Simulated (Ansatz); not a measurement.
# AlB₂ClH₄Si: single points with varied inputs

How do the results and run time of AlB₂ClH₄Si respond when the settings are drawn wide?

Method: the settings change from run to run; program: Ansatz 0.2.0, Gaussian basis.

## 1. The geometry

The geometry comes from an earlier relaxation with PBE0-D4 in a triple-zeta def2 set; it is a stationary point, not always the lowest conformer.

SMILES `[SiH3][B]1[AlH][B]1Cl`, 9 atoms, charge 0, spin multiplicity 1.

Atoms are counted from 1 here; the program's logs count them from 0.

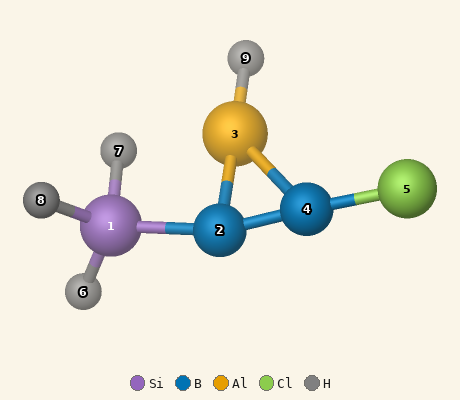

The structure; silicon purple, boron blue, aluminium amber, chlorine green, hydrogen grey; atoms are numbered from 1 in the order of the file.

## 2. rPW86-PBE/def2-SVP

Options: density fitting with cc-pVTZ-jkfit.

File in.yaml:

```yaml
crystal:
  periodic: [false, false, false]
  atoms:
    - {symbol: Si, position_ang: [-0.824580, -0.994855, -0.820537]}
    - {symbol: B, position_ang: [-0.287650, 0.849732, -0.594574]}
    - {symbol: Al, position_ang: [0.749800, 0.035491, 0.928512]}
    - {symbol: B, position_ang: [0.384550, 2.042821, -0.028930]}
    - {symbol: Cl, position_ang: [1.124488, 3.471312, 0.564278]}
    - {symbol: H, position_ang: [-2.227327, -1.386423, -0.525474]}
    - {symbol: H, position_ang: [-0.041183, -1.693597, 0.350057]}
    - {symbol: H, position_ang: [-0.343917, -1.753222, -2.004550]}
    - {symbol: H, position_ang: [1.554218, -0.617360, 2.114117]}
basis:
  gaussian: {orbitals: def2-SVP, fitting: {mean_field: cc-pVTZ-jkfit}}
hamiltonian: {xc: {name: rPW86-PBE}}
output: {forces: true}
```

Launch:

```bash
$ ansatz run in.yaml --threads 2 --pin off --events-out ev --progress --plain --max-ram 4352MiB
```

Standard output:

```text
Functional definition: rPW86-PBE
  name "rPW86-PBE"
  cite "Murray, Lee & Langreth, J. Chem. Theory Comput. 5, 2754 (2009) doi:10.1021/ct900365q"
  cite "Perdew, Burke & Ernzerhof, Phys. Rev. Lett. 77, 3865 (1996) doi:10.1103/PhysRevLett.77.3865"
  parent pbe
  exchange = rpw86_x
  correlation = pbe_c
641 factors; integrals over basis functions are off by at most 1.2e-1 eV
mean field evaluation 1: about -28421.7367 eV, gradient 5.8e1 eV
mean field evaluation 2: about -28327.2201 eV, gradient 1.3e2 eV
mean field evaluation 4: about -28430.4025 eV, gradient 2.9e1 eV
mean field evaluation 8: about -28433.6990 eV, gradient 2.8e-1 eV
mean field evaluation 16: about -28433.7002 eV, gradient 3.0e-5 eV
mean field -28433.70020027 eV, -1044.9192093056 hartree, gradient 3.0e-5 eV, S^2 0.000000; 0 other end points of the search recorded, 0 dependent functions left out
the calculation of the forces begins
reference -28433.70031086 eV, -1044.9192133700 hartree; 29, 29 occupied and 73, 73 virtual orbitals, 641 factors
Total energy: -28433.70031086 eV, -1044.9192133700 hartree
Atom 0 at    -0.824580    -0.994855    -0.820537 Å, force    -0.056642     0.043937    -0.083726 eV/Å
Atom 1 at    -0.287650     0.849732    -0.594574 Å, force    -0.316191    -0.418775    -0.300894 eV/Å
Atom 2 at     0.749800     0.035491     0.928512 Å, force     0.074600     0.029914     0.087479 eV/Å
Atom 3 at     0.384550     2.042821    -0.028930 Å, force     0.106087     0.300529     0.062207 eV/Å
Atom 4 at     1.124488     3.471312     0.564278 Å, force     0.254746     0.507123     0.199936 eV/Å
Atom 5 at    -2.227327    -1.386423    -0.525474 Å, force    -0.282296    -0.091688     0.054425 eV/Å
Atom 6 at    -0.041183    -1.693597     0.350057 Å, force     0.056771    -0.159074     0.111686 eV/Å
Atom 7 at    -0.343917    -1.753222    -2.004550 Å, force     0.088918    -0.163941    -0.237349 eV/Å
Atom 8 at     1.554218    -0.617360     2.114117 Å, force     0.074007    -0.048025     0.106237 eV/Å
Dipole moment:     0.098344    -0.300543     0.199864 e Å
```

Wall time 4.3 s (2 threads of Arm Neoverse V1, shared host).

Largest force 0.605 eV/Å, dipole 1.80 D.

## 3. HF/aug-cc-pVDZ

in.yaml: that of step 2 with these lines changed.

```diff
@@ -13,4 +13,4 @@
 basis:
-  gaussian: {orbitals: def2-SVP, fitting: {mean_field: cc-pVTZ-jkfit}}
-hamiltonian: {xc: {name: rPW86-PBE}}
+  gaussian: {orbitals: aug-cc-pVDZ}
+hamiltonian: {xc: {name: HF}}
 output: {forces: true}
```

Same command.

Standard output:

```text
Functional definition: HF
  name "HF"
  cite "Fock, Z. Phys. 61, 126 (1930) doi:10.1007/BF01340294"
  parent pbe
  exchange = exact_x
  correlation = 0
1611 factors; integrals over basis functions are off by at most 5.9e-4 eV
mean field evaluation 1: about -28350.1157 eV, gradient 3.0e1 eV
mean field evaluation 2: about -28350.1188 eV, gradient 3.0e1 eV
mean field evaluation 4: about -28353.8603 eV, gradient 3.9e0 eV
mean field evaluation 8: about -28353.9548 eV, gradient 2.6e-3 eV
mean field -28353.95482811 eV, -1041.9886209322 hartree, gradient 1.2e-5 eV, S^2 0.000000; 0 other end points of the search recorded, 0 dependent functions left out
the calculation of the forces begins
reference -28353.95482811 eV, -1041.9886209322 hartree; 29, 29 occupied and 134, 134 virtual orbitals, 1611 factors
Total energy: -28353.95482811 eV, -1041.9886209322 hartree
Atom 0 at    -0.824580    -0.994855    -0.820537 Å, force    -0.454722    -0.712298    -0.402407 eV/Å
Atom 1 at    -0.287650     0.849732    -0.594574 Å, force     0.139701     0.519414     0.049087 eV/Å
Atom 2 at     0.749800     0.035491     0.928512 Å, force     0.493068    -0.232470     0.684596 eV/Å
Atom 3 at     0.384550     2.042821    -0.028930 Å, force    -0.452078    -0.459177    -0.462459 eV/Å
Atom 4 at     1.124488     3.471312     0.564278 Å, force     0.335606     0.678257     0.260775 eV/Å
Atom 5 at    -2.227327    -1.386423    -0.525474 Å, force     0.015497     0.018559    -0.033228 eV/Å
Atom 6 at    -0.041183    -1.693597     0.350057 Å, force    -0.020487     0.084663    -0.046833 eV/Å
Atom 7 at    -0.343917    -1.753222    -2.004550 Å, force    -0.030405     0.027573     0.002502 eV/Å
Atom 8 at     1.554218    -0.617360     2.114117 Å, force    -0.026181     0.075479    -0.052034 eV/Å
Dipole moment:     0.052794    -0.496491     0.189987 e Å
```

It took 4.3 s on 2 threads of Arm Neoverse V1, shared host; peak memory 0.45 GiB.

Largest force 0.936 eV/Å, dipole 2.57 D.

## 4. r2SCANh/def2-SVP

Set apart from the defaults: atoms shaken by 0.08 Å.

File in.yaml:

```yaml
crystal:
  periodic: [false, false, false]
  atoms:
    - {symbol: Si, position_ang: [-0.811760, -0.908409, -0.721421]}
    - {symbol: B, position_ang: [-0.216921, 0.797310, -0.490015]}
    - {symbol: Al, position_ang: [0.837794, 0.025799, 0.969756]}
    - {symbol: B, position_ang: [0.436191, 2.061795, 0.020269]}
    - {symbol: Cl, position_ang: [1.086106, 3.400261, 0.528249]}
    - {symbol: H, position_ang: [-2.278779, -1.345478, -0.453893]}
    - {symbol: H, position_ang: [-0.083668, -1.696868, 0.398446]}
    - {symbol: H, position_ang: [-0.415333, -1.720099, -2.074155]}
    - {symbol: H, position_ang: [1.451141, -0.554832, 2.271625]}
basis:
  gaussian: {orbitals: def2-SVP}
hamiltonian: {xc: {name: r2SCANh}}
output: {forces: true}
```

Launched as before.

Standard output:

```text
Functional definition: r2SCANh
  name "r2SCANh"
  cite "Bursch, Neugebauer, Ehlert & Grimme, J. Chem. Phys. 156, 134105 (2022) doi:10.1063/5.0086040"
  cite "Furness, Kaplan, Ning, Perdew & Sun, J. Phys. Chem. Lett. 11, 8208 (2020) doi:10.1021/acs.jpclett.0c02405"
  cite "Furness, Kaplan, Ning, Perdew & Sun, J. Phys. Chem. Lett. 11, 9248 (2020) doi:10.1021/acs.jpclett.0c03077"
  parent r2scan
  parameter a = 0.1
  parameter k0 = 0.174
  parameter k1 = 0.065
  parameter a1 = 4.9479
  exchange = (1 - a)*r2scan_x(k0 = k0, k1 = k1, a1 = a1) + a*exact_x
  correlation = r2scan_c
979 factors; integrals over basis functions are off by at most 1.1e-3 eV
mean field evaluation 1: about -28391.4330 eV, gradient 5.1e1 eV
mean field evaluation 2: about -28366.6647 eV, gradient 8.7e1 eV
mean field evaluation 4: about -28399.8611 eV, gradient 8.5e0 eV
mean field evaluation 8: about -28400.2033 eV, gradient 3.2e-1 eV
mean field evaluation 16: about -28400.2037 eV, gradient 4.2e-5 eV
mean field -28400.20368760 eV, -1043.6882351697 hartree, gradient 4.2e-5 eV, S^2 0.000000; 0 other end points of the search recorded, 0 dependent functions left out
the calculation of the forces begins
reference -28400.20369812 eV, -1043.6882355563 hartree; 29, 29 occupied and 73, 73 virtual orbitals, 979 factors
Total energy: -28400.20369812 eV, -1043.6882355563 hartree
Atom 0 at    -0.811760    -0.908409    -0.721421 Å, force    -1.413144    -3.262010    -1.889540 eV/Å
Atom 1 at    -0.216921     0.797310    -0.490015 Å, force     0.731901     2.821530     0.104916 eV/Å
Atom 2 at     0.837794     0.025799     0.969756 Å, force    -0.129794    -0.404556     0.194437 eV/Å
Atom 3 at     0.436191     2.061795     0.020269 Å, force    -2.573120    -4.891773    -2.074153 eV/Å
Atom 4 at     1.086106     3.400261     0.528249 Å, force     2.356507     4.837965     1.821365 eV/Å
Atom 5 at    -2.278779    -1.345478    -0.453893 Å, force     0.808131     0.391496    -0.066978 eV/Å
Atom 6 at    -0.083668    -1.696868     0.398446 Å, force     0.252752    -0.160452     0.205117 eV/Å
Atom 7 at    -0.415333    -1.720099    -2.074155 Å, force    -0.285515     0.804623     1.462685 eV/Å
Atom 8 at     1.451141    -0.554832     2.271625 Å, force     0.252281    -0.136821     0.242151 eV/Å
Dipole moment:     0.302378     0.018370     0.355526 e Å
```

Run time: 4.5 s. Hardware: 2 threads of Arm Neoverse V1, shared host.

Largest force 5.904 eV/Å, dipole 2.24 D.

## 5. BHLYP/6-31G*

Set apart from the defaults: atoms shaken by 0.03 Å, finite nuclei, high accuracy.

File in.yaml:

```yaml
crystal:
  periodic: [false, false, false]
  atoms:
    - {symbol: Si, position_ang: [-0.821146, -0.960642, -0.802969]}
    - {symbol: B, position_ang: [-0.205439, 0.857017, -0.614742]}
    - {symbol: Al, position_ang: [0.746167, 0.093098, 0.902575]}
    - {symbol: B, position_ang: [0.414974, 1.994162, 0.060940]}
    - {symbol: Cl, position_ang: [1.130543, 3.460547, 0.593884]}
    - {symbol: H, position_ang: [-2.197893, -1.376834, -0.539885]}
    - {symbol: H, position_ang: [0.004668, -1.668567, 0.361686]}
    - {symbol: H, position_ang: [-0.353363, -1.820532, -2.035865]}
    - {symbol: H, position_ang: [1.543760, -0.604689, 2.090983]}
basis:
  gaussian: {orbitals: "6-31G*", nuclear_model: gaussian}
hamiltonian: {xc: {name: BHLYP}}
accuracy: high
```

Launched as before.

Standard output:

```text
Functional definition: BHLYP
  name "BHLYP"
  cite "Becke, J. Chem. Phys. 98, 1372 (1993) doi:10.1063/1.464304"
  cite "Becke, Phys. Rev. A 38, 3098 (1988) doi:10.1103/PhysRevA.38.3098"
  cite "Lee, Yang & Parr, Phys. Rev. B 37, 785 (1988) doi:10.1103/PhysRevB.37.785"
  parameter a = 0.5
  exchange = (1 - a)*b88_x + a*exact_x
  correlation = lyp_c
2068 factors; integrals over basis functions are off by at most 9.4e-9 eV
mean field evaluation 1: about -28407.6374 eV, gradient 3.0e1 eV
mean field evaluation 2: about -28406.9307 eV, gradient 3.1e1 eV
mean field evaluation 4: about -28410.5991 eV, gradient 1.1e0 eV
mean field evaluation 8: about -28410.9636 eV, gradient 3.2e-1 eV
mean field evaluation 16: about -28410.9640 eV, gradient 1.5e-4 eV
mean field -28410.96400085 eV, -1044.0836693881 hartree, gradient 4.8e-8 eV, S^2 0.000000; 0 other end points of the search recorded, 0 dependent functions left out
reference -28410.96403224 eV, -1044.0836705416 hartree; 29, 29 occupied and 66, 66 virtual orbitals, 2068 factors
Total energy: -28410.96403224 eV, -1044.0836705416 hartree
```

Run time: 8 s. Hardware: 2 threads of Arm Neoverse V1, shared host; peak memory 0.36 GiB.

## 6. r2SCAN50/def2-mTZVPP

Set apart from the defaults: multiplicity 3, D4 dispersion.

File in.yaml:

```yaml
crystal:
  periodic: [false, false, false]
  atoms:
    - {symbol: Si, position_ang: [-0.824580, -0.994855, -0.820537]}
    - {symbol: B, position_ang: [-0.287650, 0.849732, -0.594574]}
    - {symbol: Al, position_ang: [0.749800, 0.035491, 0.928512]}
    - {symbol: B, position_ang: [0.384550, 2.042821, -0.028930]}
    - {symbol: Cl, position_ang: [1.124488, 3.471312, 0.564278]}
    - {symbol: H, position_ang: [-2.227327, -1.386423, -0.525474]}
    - {symbol: H, position_ang: [-0.041183, -1.693597, 0.350057]}
    - {symbol: H, position_ang: [-0.343917, -1.753222, -2.004550]}
    - {symbol: H, position_ang: [1.554218, -0.617360, 2.114117]}
basis:
  gaussian: {orbitals: def2-mTZVPP}
magnetization: {spin_polarized: true, initial_magnetization: 2}
hamiltonian: {xc: {name: r2SCAN50}, dispersion: d4}
output: {forces: true}
```

The command is unchanged.

Standard output:

```text
Functional definition: r2SCAN50
  name "r2SCAN50"
  cite "Bursch, Neugebauer, Ehlert & Grimme, J. Chem. Phys. 156, 134105 (2022) doi:10.1063/5.0086040"
  cite "Furness, Kaplan, Ning, Perdew & Sun, J. Phys. Chem. Lett. 11, 8208 (2020) doi:10.1021/acs.jpclett.0c02405"
  cite "Furness, Kaplan, Ning, Perdew & Sun, J. Phys. Chem. Lett. 11, 9248 (2020) doi:10.1021/acs.jpclett.0c03077"
  parent r2scan
  parameter a = 0.5
  parameter k0 = 0.174
  parameter k1 = 0.065
  parameter a1 = 4.9479
  exchange = (1 - a)*r2scan_x(k0 = k0, k1 = k1, a1 = a1) + a*exact_x
  correlation = r2scan_c
1229 factors; integrals over basis functions are off by at most 9.4e-4 eV
mean field evaluation 1: about -28403.8458 eV, gradient 2.4e1 eV
mean field evaluation 2: about -28403.6039 eV, gradient 2.4e1 eV
mean field evaluation 4: about -28407.8559 eV, gradient 1.4e0 eV
mean field evaluation 8: about -28407.9149 eV, gradient 7.9e-2 eV
mean field evaluation 16: about -28407.9152 eV, gradient 3.4e-3 eV
mean field evaluation 32: about -28407.9152 eV, gradient 2.6e-4 eV
mean field evaluation 64: about -28407.9105 eV, gradient 9.6e-2 eV
mean field -28407.91523689 eV, -1043.9716293793 hartree, gradient 7.2e-7 eV, S^2 2.012146; 6 other end points of the search recorded, 0 dependent functions left out
the calculation of the forces begins
reference -28407.91524821 eV, -1043.9716297953 hartree; 30, 28 occupied and 104, 106 virtual orbitals, 1229 factors
Total energy: -28407.99487062 eV, -1043.9745558647 hartree
Atom 0 at    -0.824580    -0.994855    -0.820537 Å, force    -0.241586     0.115106    -0.342116 eV/Å
Atom 1 at    -0.287650     0.849732    -0.594574 Å, force    -2.162976    -1.977359    -2.301306 eV/Å
Atom 2 at     0.749800     0.035491     0.928512 Å, force     1.057469     1.173227     1.072245 eV/Å
Atom 3 at     0.384550     2.042821    -0.028930 Å, force     2.019678     0.726809     2.398924 eV/Å
Atom 4 at     1.124488     3.471312     0.564278 Å, force    -0.367715     0.644657    -0.612841 eV/Å
Atom 5 at    -2.227327    -1.386423    -0.525474 Å, force     0.168448     0.062275     0.088622 eV/Å
Atom 6 at    -0.041183    -1.693597     0.350057 Å, force    -0.348904    -0.469948    -0.292441 eV/Å
Atom 7 at    -0.343917    -1.753222    -2.004550 Å, force     0.068294     0.087271     0.175735 eV/Å
Atom 8 at     1.554218    -0.617360     2.114117 Å, force    -0.192709    -0.362037    -0.186822 eV/Å
Dipole moment:     0.011630    -0.450305     0.120548 e Å
```

Run time: 44 s. Hardware: 2 threads of Arm Neoverse V1, shared host; peak memory 0.49 GiB.

Largest force 3.726 eV/Å, dipole 2.24 D, ⟨S²⟩ 2.012.

## 7. PBE/cc-pVTZ-DK

Options: charge -1, multiplicity 2, high accuracy.

in.yaml: that of step 6 with these lines changed.

```diff
@@ -13,5 +13,6 @@
 basis:
-  gaussian: {orbitals: def2-mTZVPP}
-magnetization: {spin_polarized: true, initial_magnetization: 2}
-hamiltonian: {xc: {name: r2SCAN50}, dispersion: d4}
-output: {forces: true}
+  gaussian: {orbitals: cc-pVTZ-DK}
+total_charge: -1
+magnetization: {spin_polarized: true, initial_magnetization: 1}
+hamiltonian: {xc: {name: PBE}}
+accuracy: high
```

Launched as before.

Standard output:

```text
Functional definition: PBE
  name "PBE"
  cite "Perdew, Burke & Ernzerhof, Phys. Rev. Lett. 77, 3865 (1996) doi:10.1103/PhysRevLett.77.3865"
  parent pbe
  parameter kappa = 0.804
  parameter beta = 0.06672455060314922
  exchange = pbe_x(kappa = kappa, mu = beta*pi^2/3)
  correlation = pbe_c(beta = beta)
3733 factors; integrals over basis functions are off by at most 1.0e-8 eV
mean field evaluation 1: about -28454.8696 eV, gradient 4.5e1 eV
mean field evaluation 2: about -28364.6598 eV, gradient 9.7e1 eV
mean field evaluation 4: about -28462.5075 eV, gradient 2.4e1 eV
mean field evaluation 8: about -28467.7174 eV, gradient 4.6e-1 eV
mean field evaluation 16: about -28467.7373 eV, gradient 5.1e-1 eV
mean field evaluation 32: about -28467.6901 eV, gradient 1.3e0 eV
mean field evaluation 64: about -28467.4674 eV, gradient 4.3e0 eV
mean field -28467.74146721 eV, -1046.1702027918 hartree, gradient 2.1e-8 eV, S^2 0.756231; 8 other end points of the search recorded, 0 dependent functions left out
reference -28467.74147127 eV, -1046.1702029411 hartree; 30, 29 occupied and 188, 189 virtual orbitals, 3733 factors
Total energy: -28467.74147127 eV, -1046.1702029411 hartree
Relativity: scalar
```

It took 78 s on 2 threads of Arm Neoverse V1, shared host; peak memory 1.4 GiB.

⟨S²⟩ 0.756.

## 8. RPBE/def2-mTZVP

Set apart from the defaults: atoms shaken by 0.03 Å, D3(BJ) dispersion, relativity set to none, the search for lower states set to light.

File in.yaml:

```yaml
crystal:
  periodic: [false, false, false]
  atoms:
    - {symbol: Si, position_ang: [-0.825736, -0.958090, -0.829644]}
    - {symbol: B, position_ang: [-0.270690, 0.839035, -0.587512]}
    - {symbol: Al, position_ang: [0.720374, 0.000415, 0.946710]}
    - {symbol: B, position_ang: [0.423701, 2.056349, 0.021443]}
    - {symbol: Cl, position_ang: [1.071865, 3.450166, 0.581859]}
    - {symbol: H, position_ang: [-2.242080, -1.399860, -0.472465]}
    - {symbol: H, position_ang: [-0.050549, -1.750516, 0.369995]}
    - {symbol: H, position_ang: [-0.361861, -1.738126, -1.982749]}
    - {symbol: H, position_ang: [1.567434, -0.574565, 2.084417]}
basis:
  gaussian: {orbitals: def2-mTZVP}
hamiltonian: {xc: {name: RPBE}, dispersion: d3bj, pseudopotentials: {relativity: none}}
scf: {lower_state_search: light}
```

Same command.

Standard output:

```text
Functional definition: RPBE
  name "RPBE"
  cite "Hammer, Hansen & Nørskov, Phys. Rev. B 59, 7413 (1999) doi:10.1103/PhysRevB.59.7413"
  cite "Perdew, Burke & Ernzerhof, Phys. Rev. Lett. 77, 3865 (1996) doi:10.1103/PhysRevLett.77.3865"
  parameter kappa = 0.804
  parameter beta = 0.06672455060314922
  exchange = rpbe_x(kappa = kappa, mu = beta*pi^2/3)
  correlation = pbe_c(beta = beta)
1198 factors; their error is unknown
mean field evaluation 1: about -28398.6548 eV, gradient 6.4e1 eV
mean field evaluation 2: about -28308.6330 eV, gradient 1.3e2 eV
mean field evaluation 4: about -28407.6209 eV, gradient 3.3e1 eV
mean field evaluation 8: about -28411.9130 eV, gradient 3.9e-1 eV
mean field evaluation 16: about -28411.8886 eV, gradient 8.1e-5 eV
mean field -28411.88859700 eV, -1044.1176476700 hartree, gradient 8.1e-5 eV, S^2 0.000000; 0 other end points of the search recorded, 0 dependent functions left out
reference -28411.88864617 eV, -1044.1176494770 hartree; 29, 29 occupied and 87, 87 virtual orbitals, 1198 factors
Total energy: -28413.61303323 eV, -1044.1810195325 hartree
```

Wall time 1.8 s (2 threads of Arm Neoverse V1, shared host).

## 9. RPA/def2-TZVPP

This run has a grid of angular degree 47.

File in.yaml:

```yaml
crystal:
  periodic: [false, false, false]
  atoms:
    - {symbol: Si, position_ang: [-0.824580, -0.994855, -0.820537]}
    - {symbol: B, position_ang: [-0.287650, 0.849732, -0.594574]}
    - {symbol: Al, position_ang: [0.749800, 0.035491, 0.928512]}
    - {symbol: B, position_ang: [0.384550, 2.042821, -0.028930]}
    - {symbol: Cl, position_ang: [1.124488, 3.471312, 0.564278]}
    - {symbol: H, position_ang: [-2.227327, -1.386423, -0.525474]}
    - {symbol: H, position_ang: [-0.041183, -1.693597, 0.350057]}
    - {symbol: H, position_ang: [-0.343917, -1.753222, -2.004550]}
    - {symbol: H, position_ang: [1.554218, -0.617360, 2.114117]}
basis:
  gaussian: {orbitals: def2-TZVPP, final_grid: {core_spheres: 20, valence_spheres: 16, degree: 47}}
hamiltonian: {xc: {name: HF}}
correlation: {method: rpa}
```

The command is unchanged.

Standard output:

```text
Functional definition: HF
  name "HF"
  cite "Fock, Z. Phys. 61, 126 (1930) doi:10.1007/BF01340294"
  parent pbe
  exchange = exact_x
  correlation = 0
1439 factors; integrals over basis functions are off by at most 8.5e-4 eV
mean field evaluation 1: about -28351.3596 eV, gradient 2.8e1 eV
mean field evaluation 2: about -28351.7070 eV, gradient 2.8e1 eV
mean field evaluation 4: about -28354.8731 eV, gradient 4.2e0 eV
mean field evaluation 8: about -28354.9700 eV, gradient 3.2e-1 eV
mean field evaluation 16: about -28354.9718 eV, gradient 1.6e-6 eV
mean field -28354.97177034 eV, -1042.0259928699 hartree, gradient 1.6e-6 eV, S^2 0.000000; 0 other end points of the search recorded, 0 dependent functions left out
17 core orbitals not correlated: weight in the atoms' cores, before any rotation towards them, 1.000 or more for the frozen orbitals, at most 0.000 for the correlated occupied ones
reference -28354.97177034 eV, -1042.0259928699 hartree; 12, 12 occupied and 215, 215 virtual orbitals, 1439 factors
Total energy: -28375.03273882 eV, -1042.7632198637 hartree
```

Run time: 7.5 s. Hardware: 2 threads of Arm Neoverse V1, shared host; peak memory 0.58 GiB.

## 10. All runs side by side

| level | charge | multiplicity | geometry | functions | energy (eV) | time |
| --- | --- | --- | --- | --- | --- | --- |
| rPW86-PBE/def2-SVP | 0 | 1 | relaxed | 102 | -28433.700 | 4.3 s |
| HF/aug-cc-pVDZ | 0 | 1 | relaxed | 163 | -28353.955 | 4.3 s |
| r2SCANh/def2-SVP | 0 | 1 | shaken | 102 | -28400.204 | 4.5 s |
| BHLYP/6-31G* | 0 | 1 | shaken | 95 | -28410.964 | 8 s |
| r2SCAN50/def2-mTZVPP | 0 | 3 | relaxed | 134 | -28407.995 | 44 s |
| PBE/cc-pVTZ-DK | -1 | 2 | relaxed | 218 | -28467.741 | 78 s |
| RPBE/def2-mTZVP | 0 | 1 | shaken | 116 | -28413.613 | 1.8 s |
| RPA/def2-TZVPP | 0 | 1 | relaxed | 244 | -28375.033 | 7.5 s |

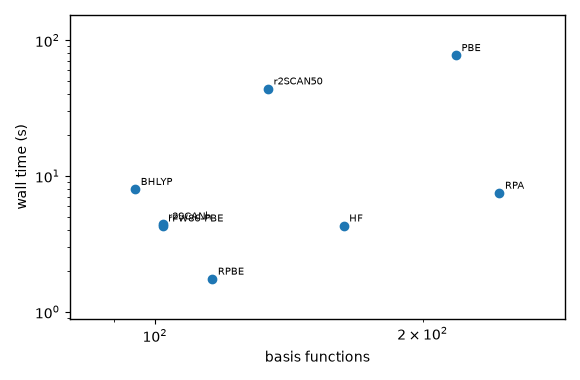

Wall time against the number of basis functions (shared host).

## 11. Results

| quantity | value |
| --- | --- |
| runs | 8 |
| quickest | RPBE/def2-mTZVP, 1.8 s |
| slowest | PBE/cc-pVTZ-DK, 78 s |
| spread of total energies, same state and geometry | 79.7 eV |
| dipole, same state and geometry | 1.80 to 2.57 D |

**Reading.** Run time spans a factor of 44, from RPBE/def2-mTZVP to PBE/cc-pVTZ-DK. The jobs differ in tasks and options as well as level. The totals spread over 80 eV; they can't be compared across methods or bases. At the PBE0-D4/def2-TZVP geometry and in the same state, runs without warnings or point charges leave forces up to 0.94 eV/Å (HF/aug-cc-pVDZ), against 5.9 eV/Å where the atoms were moved.
